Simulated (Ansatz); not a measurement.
# Nudged elastic band, with input and output: CH7NSSi (part 1 of 2)

- system: CH7NSSi
- method: RKS B3LYP-D4/def2-SVP (Ansatz 0.2.0)

The run did not end well. It belongs to a series of runs on one base structure; here: band between the two ends.

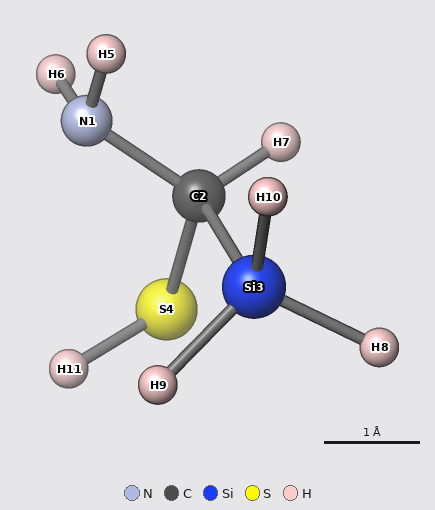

**Figure 1.** The input geometry (ball-and-stick view, seen at a tilt; atoms are numbered from 1 in the order of the input). Bond lengths as drawn: C–H 1.11 Å, C–N 1.45 Å, C–S 1.84 Å, C–Si 1.91 Å, H–N 1.02 Å, H–S 1.35 Å and H–Si 1.49 to 1.50 Å.

Input file
```yaml
crystal:
  periodic: [false, false, false]
  atoms:
    - { symbol: "N", position_ang: [-0.787137, 1.142749, 0.605448] }
    - { symbol: C, position_ang: [-0.20576, 0.348572, -0.464298] }
    - { symbol: Si, position_ang: [1.190319, -0.766036, 0.204103] }
    - { symbol: S, position_ang: [-1.48966, -0.699933, -1.270919] }
    - { symbol: H, position_ang: [-0.08992, 1.769289, 1.011186] }
    - { symbol: H, position_ang: [-1.552298, 1.719929, 0.252002] }
    - { symbol: H, position_ang: [0.183476, 0.927002, -1.330304] }
    - { symbol: H, position_ang: [1.904196, -1.414137, -0.931077] }
    - { symbol: H, position_ang: [0.610573, -1.798041, 1.107704] }
    - { symbol: H, position_ang: [2.165732, 0.063988, 0.979594] }
    - { symbol: H, position_ang: [-1.864123, -1.350381, -0.142938] }
basis:
  gaussian: { orbitals: def2-SVP }
hamiltonian:
  xc: b3lyp
  dispersion: d4
neb:
  order_check: false
  images: 9
  f_tol: 0.03
  max_iterations: 53
  optimiser: fire
  climbing: immediate
  final_atoms:
    - { symbol: "N", position_ang: [-0.59841136, 1.27681487, 0.20569116] }
    - { symbol: C, position_ang: [-0.1431458, 0.04728233, -0.52557] }
    - { symbol: Si, position_ang: [1.28428419, -0.85678559, 0.15234268] }
    - { symbol: S, position_ang: [-1.40783291, -0.65597172, -1.47668463] }
    - { symbol: H, position_ang: [0.20792726, 1.84024244, 0.50759151] }
    - { symbol: H, position_ang: [-1.16577445, 1.855267, -0.43119047] }
    - { symbol: H, position_ang: [-1.1926875, 1.13081005, 1.04966805] }
    - { symbol: H, position_ang: [2.0305436, -1.58807181, -0.91366338] }
    - { symbol: H, position_ang: [1.02902164, -1.87309145, 1.2440792] }
    - { symbol: H, position_ang: [2.19821837, 0.1605749, 0.79336776] }
    - { symbol: H, position_ang: [-2.17674503, -1.39407002, -0.58513089] }
  initial_path:
    images:
      - { positions_ang: [[-0.787137, 1.142749, 0.605448], [-0.20576, 0.348572, -0.464298], [1.190319, -0.766036, 0.204103], [-1.48966, -0.699933, -1.270919], [-0.08992, 1.769289, 1.011186], [-1.552298, 1.719929, 0.252002], [0.183476, 0.927002, -1.330304], [1.904196, -1.414137, -0.931077], [0.610573, -1.798041, 1.107704], [2.165732, 0.063988, 0.979594], [-1.864123, -1.350381, -0.142938]] }
      - { positions_ang: [[-0.78777801, 1.13493374, 0.56837052], [-0.21442121, 0.33926296, -0.4971938], [1.17580036, -0.76403052, 0.16577097], [-1.48701629, -0.7094996, -1.27778744], [-0.10884617, 1.79094156, 0.93887642], [-1.57165802, 1.70267918, 0.20145107], [0.24769304, 0.91897305, -1.00752484], [1.89099065, -1.43401183, -0.96043795], [0.6274791, -1.77742779, 1.10796099], [2.17388825, 0.07344046, 0.91421438], [-1.8807337, -1.33226021, -0.13319932]] }
      - { positions_ang: [[-0.78841901, 1.12711848, 0.53129304], [-0.22308243, 0.32995392, -0.53008959], [1.16128171, -0.76202504, 0.12743894], [-1.48437258, -0.71906621, -1.28465589], [-0.12777234, 1.81259412, 0.86656684], [-1.59101804, 1.68542937, 0.15090014], [0.31191008, 0.9109441, -0.68474569], [1.8777853, -1.45388666, -0.9897989], [0.64438519, -1.75681458, 1.10821798], [2.18204451, 0.08289293, 0.84883476], [-1.89734439, -1.31413943, -0.12346064]] }
      - { positions_ang: [[-0.78906002, 1.11930323, 0.49421556], [-0.23174364, 0.32064489, -0.56298539], [1.14676307, -0.76001956, 0.08910691], [-1.48172887, -0.72863281, -1.29152433], [-0.14669852, 1.83424668, 0.79425726], [-1.61037806, 1.66817955, 0.10034921], [0.37612712, 0.90291515, -0.36196653], [1.86457995, -1.47376149, -1.01915985], [0.66129129, -1.73620137, 1.10847498], [2.19020076, 0.09234539, 0.78345513], [-1.91395509, -1.29601864, -0.11372196]] }
      - { positions_ang: [[-0.78970103, 1.11148797, 0.45713808], [-0.24040486, 0.31133585, -0.59588118], [1.13224443, -0.75801408, 0.05077488], [-1.47908516, -0.73819941, -1.29839277], [-0.16562469, 1.85589923, 0.72194768], [-1.62973807, 1.65092973, 0.04979828], [0.44034417, 0.8948862, -0.03918737], [1.8513746, -1.49363632, -1.0485208], [0.67819738, -1.71558816, 1.10873197], [2.19835702, 0.10179785, 0.71807551], [-1.93056579, -1.27789785, -0.10398328]] }
      - { positions_ang: [[-0.79034203, 1.10367271, 0.4200606], [-0.24906607, 0.30202681, -0.62877698], [1.11772578, -0.7560086, 0.01244284], [-1.47644145, -0.74776601, -1.30526122], [-0.18455086, 1.87755179, 0.64963811], [-1.64909809, 1.63367991, -0.00075264], [0.50456121, 0.88685725, 0.28359179], [1.83816925, -1.51351116, -1.07788175], [0.69510348, -1.69497496, 1.10898896], [2.20651327, 0.11125031, 0.65269589], [-1.94717649, -1.25977707, -0.0942446]] }
      - { positions_ang: [[-0.7519559, 1.13830114, 0.37718671], [-0.22788202, 0.25107791, -0.60813558], [1.15103747, -0.776164, 0.04042281], [-1.46271974, -0.72940716, -1.3395459], [-0.10605523, 1.87008992, 0.62122879], [-1.55243336, 1.67799733, -0.08684021], [0.16511147, 0.93564781, 0.43680704], [1.87664412, -1.52842329, -1.04503807], [0.76188711, -1.73059825, 1.13600701], [2.20485429, 0.12111523, 0.68083027], [-1.9930902, -1.28663566, -0.19242186]] }
      - { positions_ang: [[-0.71356976, 1.17292958, 0.33431282], [-0.20669796, 0.20012902, -0.58749419], [1.18434915, -0.7963194, 0.06840278], [-1.44899803, -0.7110483, -1.37383058], [-0.02755961, 1.86262805, 0.59281947], [-1.45576864, 1.72231475, -0.17292777], [-0.17433828, 0.98443837, 0.59002229], [1.91511899, -1.54333542, -1.0121944], [0.82867074, -1.76622155, 1.16302505], [2.20319531, 0.13098015, 0.70896464], [-2.03900391, -1.31349425, -0.29059912]] }
      - { positions_ang: [[-0.67518363, 1.20755801, 0.29143894], [-0.18551391, 0.14918012, -0.56685279], [1.21766083, -0.8164748, 0.09638275], [-1.43527633, -0.69268944, -1.40811527], [0.05093601, 1.85516618, 0.56441015], [-1.35910391, 1.76663217, -0.25901534], [-0.51378802, 1.03322893, 0.74323754], [1.95359386, -1.55824755, -0.97935073], [0.89545438, -1.80184485, 1.1900431], [2.20153633, 0.14084507, 0.73709901], [-2.08491762, -1.34035284, -0.38877637]] }
      - { positions_ang: [[-0.6367975, 1.24218644, 0.24856505], [-0.16432985, 0.09823123, -0.54621139], [1.25097251, -0.8366302, 0.12436271], [-1.42155462, -0.67433058, -1.44239995], [0.12943164, 1.84770431, 0.53600083], [-1.26243918, 1.81094958, -0.3451029], [-0.85323776, 1.08201949, 0.8964528], [1.99206873, -1.57315968, -0.94650705], [0.96223801, -1.83746815, 1.21706115], [2.19987735, 0.15070998, 0.76523339], [-2.13083133, -1.36721143, -0.48695363]] }
      - { positions_ang: [[-0.59841136, 1.27681487, 0.20569116], [-0.1431458, 0.04728233, -0.52557], [1.28428419, -0.85678559, 0.15234268], [-1.40783291, -0.65597172, -1.47668463], [0.20792726, 1.84024244, 0.50759151], [-1.16577445, 1.855267, -0.43119047], [-1.1926875, 1.13081005, 1.04966805], [2.0305436, -1.58807181, -0.91366338], [1.02902164, -1.87309145, 1.2440792], [2.19821837, 0.1605749, 0.79336776], [-2.17674503, -1.39407002, -0.58513089]] }
```

Launched with:
```bash
ansatz run input.yaml --threads 2 --pin off --max-ram 3072MiB --backend cpu --events-out ev --progress --plain --runs-dir out
```

What the program printed
```
Engine: ansatz 0.2.0, aarch64-unknown-linux-gnu
Functional definition: B3LYP
  parameter a0 = 0.2
  parameter ax = 0.72
  parameter ac = 0.81
  exchange = (1 - a0 - ax)*slater_x + ax*b88_x + a0*exact_x
  correlation = (1 - ac)*vwn_rpa_c + ac*lyp_c
1060 factors; integrals over basis functions are off by at most 3.0e-4 eV
mean field evaluation 1: about -21341.4935 eV, gradient 5.0e1 eV
mean field evaluation 2: about -21334.3611 eV, gradient 7.3e1 eV
mean field evaluation 4: about -21346.8781 eV, gradient 2.2e0 eV
mean field evaluation 8: about -21346.9067 eV, gradient 4.2e-2 eV
mean field -21346.90666409 eV, -784.4843504524 hartree, gradient 1.6e-5 eV, S^2 0.000000; 0 other end points of the search recorded, 0 dependent functions left out
the calculation of the forces begins
reference -21346.90692072 eV, -784.4843598833 hartree; 25, 25 occupied and 74, 74 virtual orbitals, 1060 factors
1060 factors; integrals over basis functions are off by at most 1.1e-3 eV
mean field evaluation 16: about -21339.4663 eV, gradient 4.8e1 eV
mean field -21344.99657157 eV, -784.4141558467 hartree, gradient 4.1e-5 eV, S^2 0.000000; 0 other end points of the search recorded, 0 dependent functions left out
[... from here on the field's lines of each further geometry are left out, up to the last ...]
NEB iter   1: max|band force component| = 1.392e2 eV/Å  barrier→ = 26.1282 eV  barrier← = 24.2153 eV  CI = image 8  Δτ_max = 0.2000 Å  (293 SCF iters)
NEB iter   2: max|band force component| = 2.082e1 eV/Å  barrier→ = 9.2333 eV  barrier← = 7.3203 eV  CI = image 7  Δτ_max = 0.2000 Å  (257 SCF iters)
NEB iter   3: max|band force component| = 1.570e1 eV/Å  barrier→ = 7.8581 eV  barrier← = 5.9451 eV  CI = image 7  Δτ_max = 0.0724 Å  (277 SCF iters)
NEB iter   4: max|band force component| = 5.732e0 eV/Å  barrier→ = 6.6322 eV  barrier← = 4.7193 eV  CI = image 6  Δτ_max = 0.0908 Å  (252 SCF iters)
NEB iter   5: max|band force component| = 4.240e0 eV/Å  barrier→ = 6.4433 eV  barrier← = 4.5304 eV  CI = image 6  Δτ_max = 0.0195 Å  (257 SCF iters)
NEB iter   6: max|band force component| = 3.129e0 eV/Å  barrier→ = 6.3743 eV  barrier← = 4.4613 eV  CI = image 6  Δτ_max = 0.0304 Å  (242 SCF iters)
NEB iter   7: max|band force component| = 2.185e0 eV/Å  barrier→ = 6.2445 eV  barrier← = 4.3316 eV  CI = image 6  Δτ_max = 0.0323 Å  (248 SCF iters)
NEB iter   8: max|band force component| = 4.248e0 eV/Å  barrier→ = 6.0672 eV  barrier← = 4.1543 eV  CI = image 6  Δτ_max = 0.0409 Å  (246 SCF iters)
NEB iter   9: max|band force component| = 4.326e0 eV/Å  barrier→ = 5.8608 eV  barrier← = 3.9479 eV  CI = image 6  Δτ_max = 0.0466 Å  (253 SCF iters)
NEB iter  10: max|band force component| = 2.647e0 eV/Å  barrier→ = 5.6458 eV  barrier← = 3.7329 eV  CI = image 6  Δτ_max = 0.0537 Å  (256 SCF iters)
NEB iter  11: max|band force component| = 2.615e0 eV/Å  barrier→ = 5.5481 eV  barrier← = 3.6351 eV  CI = image 5  Δτ_max = 0.0698 Å  (258 SCF iters)
NEB iter  12: max|band force component| = 2.270e0 eV/Å  barrier→ = 5.5104 eV  barrier← = 3.5974 eV  CI = image 5  Δτ_max = 0.0775 Å  (256 SCF iters)
NEB iter  13: max|band force component| = 2.704e0 eV/Å  barrier→ = 5.5015 eV  barrier← = 3.5886 eV  CI = image 5  Δτ_max = 0.0174 Å  (258 SCF iters)
NEB iter  14: max|band force component| = 1.527e0 eV/Å  barrier→ = 5.4977 eV  barrier← = 3.5848 eV  CI = image 5  Δτ_max = 0.0255 Å  (228 SCF iters)
NEB iter  15: max|band force component| = 1.268e0 eV/Å  barrier→ = 5.4946 eV  barrier← = 3.5816 eV  CI = image 5  Δτ_max = 0.0252 Å  (243 SCF iters)
NEB iter  16: max|band force component| = 1.528e0 eV/Å  barrier→ = 5.4939 eV  barrier← = 3.5810 eV  CI = image 5  Δτ_max = 0.0121 Å  (250 SCF iters)
NEB iter  17: max|band force component| = 8.378e-1 eV/Å  barrier→ = 5.4925 eV  barrier← = 3.5795 eV  CI = image 5  Δτ_max = 0.0150 Å  (222 SCF iters)
NEB iter  18: max|band force component| = 1.279e0 eV/Å  barrier→ = 5.4901 eV  barrier← = 3.5772 eV  CI = image 5  Δτ_max = 0.0083 Å  (226 SCF iters)
NEB iter  19: max|band force component| = 7.631e-1 eV/Å  barrier→ = 5.4886 eV  barrier← = 3.5757 eV  CI = image 5  Δτ_max = 0.0121 Å  (216 SCF iters)
NEB iter  20: max|band force component| = 5.982e-1 eV/Å  barrier→ = 5.4850 eV  barrier← = 3.5721 eV  CI = image 5  Δτ_max = 0.0143 Å  (222 SCF iters)
NEB iter  21: max|band force component| = 7.385e-1 eV/Å  barrier→ = 5.4779 eV  barrier← = 3.5650 eV  CI = image 5  Δτ_max = 0.0177 Å  (223 SCF iters)
NEB iter  22: max|band force component| = 5.792e-1 eV/Å  barrier→ = 5.4653 eV  barrier← = 3.5524 eV  CI = image 5  Δτ_max = 0.0199 Å  (233 SCF iters)
NEB iter  23: max|band force component| = 6.979e-1 eV/Å  barrier→ = 5.4441 eV  barrier← = 3.5312 eV  CI = image 5  Δτ_max = 0.0233 Å  (235 SCF iters)
NEB iter  24: max|band force component| = 8.529e-1 eV/Å  barrier→ = 5.4098 eV  barrier← = 3.4968 eV  CI = image 5  Δτ_max = 0.0331 Å  (239 SCF iters)
NEB iter  25: max|band force component| = 1.055e0 eV/Å  barrier→ = 5.3497 eV  barrier← = 3.4368 eV  CI = image 5  Δτ_max = 0.0481 Å  (244 SCF iters)
NEB iter  26: max|band force component| = 1.281e0 eV/Å  barrier→ = 5.2452 eV  barrier← = 3.3322 eV  CI = image 5  Δτ_max = 0.0693 Å  (246 SCF iters)
NEB iter  27: max|band force component| = 1.459e0 eV/Å  barrier→ = 5.0739 eV  barrier← = 3.1609 eV  CI = image 5  Δτ_max = 0.0980 Å  (254 SCF iters)
NEB iter  28: max|band force component| = 1.473e0 eV/Å  barrier→ = 4.8201 eV  barrier← = 2.9071 eV  CI = image 5  Δτ_max = 0.1312 Å  (252 SCF iters)
NEB iter  29: max|band force component| = 1.769e0 eV/Å  barrier→ = 4.4946 eV  barrier← = 2.5817 eV  CI = image 5  Δτ_max = 0.1556 Å  (253 SCF iters)
NEB iter  30: max|band force component| = 1.674e0 eV/Å  barrier→ = 4.3566 eV  barrier← = 2.4436 eV  CI = image 4  Δτ_max = 0.0348 Å  (251 SCF iters)
NEB iter  31: max|band force component| = 1.427e0 eV/Å  barrier→ = 4.4033 eV  barrier← = 2.4904 eV  CI = image 4  Δτ_max = 0.0674 Å  (225 SCF iters)
NEB iter  32: max|band force component| = 1.403e0 eV/Å  barrier→ = 4.4504 eV  barrier← = 2.5374 eV  CI = image 4  Δτ_max = 0.0919 Å  (237 SCF iters)
NEB iter  33: max|band force component| = 1.405e0 eV/Å  barrier→ = 4.4054 eV  barrier← = 2.4924 eV  CI = image 4  Δτ_max = 0.0999 Å  (234 SCF iters)
NEB iter  34: max|band force component| = 2.083e0 eV/Å  barrier→ = 4.3074 eV  barrier← = 2.3944 eV  CI = image 4  Δτ_max = 0.1214 Å  (242 SCF iters)
NEB iter  35: max|band force component| = 1.050e0 eV/Å  barrier→ = 4.2319 eV  barrier← = 2.3189 eV  CI = image 4  Δτ_max = 0.1355 Å  (242 SCF iters)
NEB iter  36: max|band force component| = 9.890e-1 eV/Å  barrier→ = 4.1926 eV  barrier← = 2.2796 eV  CI = image 4  Δτ_max = 0.1427 Å  (247 SCF iters)
NEB iter  37: max|band force component| = 1.126e0 eV/Å  barrier→ = 4.1342 eV  barrier← = 2.2213 eV  CI = image 4  Δτ_max = 0.0300 Å  (245 SCF iters)
NEB iter  38: max|band force component| = 1.124e0 eV/Å  barrier→ = 4.0705 eV  barrier← = 2.1576 eV  CI = image 4  Δτ_max = 0.0560 Å  (232 SCF iters)
NEB iter  39: max|band force component| = 1.114e0 eV/Å  barrier→ = 3.9806 eV  barrier← = 2.0676 eV  CI = image 4  Δτ_max = 0.0839 Å  (240 SCF iters)
NEB iter  40: max|band force component| = 1.192e0 eV/Å  barrier→ = 3.8939 eV  barrier← = 1.9809 eV  CI = image 4  Δτ_max = 0.1058 Å  (248 SCF iters)
NEB iter  41: max|band force component| = 1.573e0 eV/Å  barrier→ = 3.7879 eV  barrier← = 1.8749 eV  CI = image 4  Δτ_max = 0.1228 Å  (249 SCF iters)
NEB iter  42: max|band force component| = 1.961e0 eV/Å  barrier→ = 3.6192 eV  barrier← = 1.7063 eV  CI = image 4  Δτ_max = 0.0482 Å  (248 SCF iters)
NEB iter  43: max|band force component| = 1.624e0 eV/Å  barrier→ = 3.5677 eV  barrier← = 1.6548 eV  CI = image 4  Δτ_max = 0.0842 Å  (241 SCF iters)
NEB iter  44: max|band force component| = 1.077e0 eV/Å  barrier→ = 3.4992 eV  barrier← = 1.5862 eV  CI = image 3  Δτ_max = 0.0284 Å  (240 SCF iters)
NEB iter  45: max|band force component| = 9.422e-1 eV/Å  barrier→ = 3.5015 eV  barrier← = 1.5886 eV  CI = image 3  Δτ_max = 0.0572 Å  (230 SCF iters)
NEB iter  46: max|band force component| = 8.899e-1 eV/Å  barrier→ = 3.4944 eV  barrier← = 1.5814 eV  CI = image 3  Δτ_max = 0.0821 Å  (239 SCF iters)
NEB iter  47: max|band force component| = 9.084e-1 eV/Å  barrier→ = 3.4620 eV  barrier← = 1.5490 eV  CI = image 3  Δτ_max = 0.0948 Å  (241 SCF iters)
NEB iter  48: max|band force component| = 1.245e0 eV/Å  barrier→ = 3.5749 eV  barrier← = 1.6620 eV  CI = image 7  Δτ_max = 0.1127 Å  (249 SCF iters)
NEB iter  49: max|band force component| = 1.087e0 eV/Å  barrier→ = 3.7429 eV  barrier← = 1.8299 eV  CI = image 7  Δτ_max = 0.0273 Å  (253 SCF iters)
NEB iter  50: max|band force component| = 7.701e-1 eV/Å  barrier→ = 3.6884 eV  barrier← = 1.7754 eV  CI = image 7  Δτ_max = 0.0407 Å  (237 SCF iters)
NEB iter  51: max|band force component| = 8.168e-1 eV/Å  barrier→ = 3.6178 eV  barrier← = 1.7049 eV  CI = image 7  Δτ_max = 0.0516 Å  (236 SCF iters)
NEB iter  52: max|band force component| = 1.025e0 eV/Å  barrier→ = 3.5500 eV  barrier← = 1.6370 eV  CI = image 7  Δτ_max = 0.0693 Å  (241 SCF iters)
the calculation of the forces begins
reference -21344.50684586 eV, -784.3961587590 hartree; 25, 25 occupied and 74, 74 virtual orbitals, 1060 factors
these checks for a lower state are left out or cut short: starts, cluster_reference, orbital_swaps, neighbouring_geometries, increment
1060 factors; integrals over basis functions are off by at most 1.1e-3 eV
mean field evaluation 2944: about -21344.9503 eV, gradient 3.0e-1 eV
mean field -21344.96715366 eV, -784.4130747585 hartree, gradient 1.9e-5 eV, S^2 0.000000; 0 other end points of the search recorded, 0 dependent functions left out
the calculation of the forces begins
reference -21344.96742125 eV, -784.4130845923 hartree; 25, 25 occupied and 74, 74 virtual orbitals, 1060 factors
NEB iter  53: max|band force component| = 1.038e0 eV/Å  barrier→ = 3.5270 eV  barrier← = 1.6141 eV  CI = image 7  Δτ_max = 0.0932 Å  (247 SCF iters)
```
